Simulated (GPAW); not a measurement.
# Surface energy and work function of Li(110) from slabs of 3 to 12 layers (PBE)

How do energy and work function of Li(110) films settle with thickness, and what surface energy follows?

Set-up. GPAW 26.7.0, plane waves at 450 eV with PAW setups; symmetric 1×1 slabs cut at the tabulated lattice constant (two decimals; low-temperature values for the alkali metals), atoms at bulk places, 7.5 Å of vacuum on each side, one in-plane mesh for all thicknesses, Fermi-Dirac smearing of 0.1 eV. Energies are extrapolated to zero smearing and count from the program's reference atoms. Functional PBE. The cell's area is 8.613 Å².

Results, with one row withheld:

```tsv
layers	energy (eV)	work function (eV)
3	−5.1715	3.34
4	−7.0746	3.30
5	−8.9724	3.27
6	−10.8734	3.25
7	−12.7736	3.25
8	−14.6730	3.25
9	−16.5721	3.25
10	−18.4716	3.26
11	−20.3695	3.25
12	?	?
```

**Question.** What surface energy do these runs give, and what energy and work function should the 12-layer slab have?

Worked answer. A slab of n layers has E(n) = nε + 2Aγ once its middle is bulk-like. A line through n = 6 to 11 has the slope ε = −1.8992 eV a layer and the intercept 2Aγ = 0.5214 eV (r.m.s. residual 0.5 meV). So γ = 0.5214 / (2 × 8.613 Å²) = 0.0303 eV/Å² = 0.48 J/m², with a standard error of under 0.01 J/m² from the scatter about the line. For 12 layers: 0.5214 + 12 × (−1.8992) = −22.270 eV; the run gives −22.270 eV, 0.8 meV under the line. The work function has no such law: from 6 to 11 layers it moves between 3.25 and 3.26 eV (mean 3.25), and the 12-layer slab gives 3.26 eV. The thinnest slab, 3 layers, lies +0.09 eV from that mean.

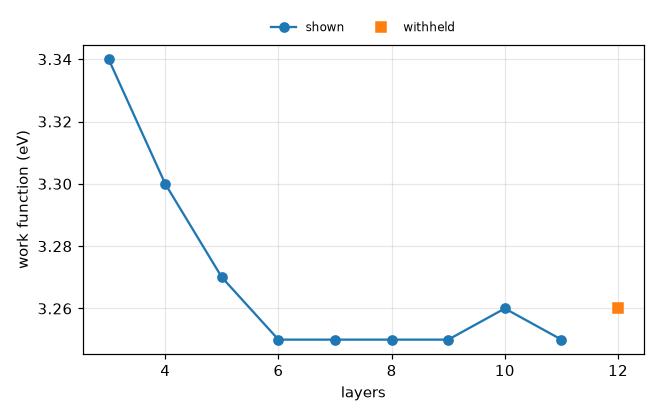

Work function against thickness.

Caveats: The surfaces are unrelaxed, so γ is an upper bound for this functional and lattice constant. The tabulated lattice constant isn't the functional's own, which strains the slab a little.

[Logs are printed without paths, hosts, clocks, repeated set-up lines and the standing remarks that a program may print on its own settings, such as how far it seeks lower states.]
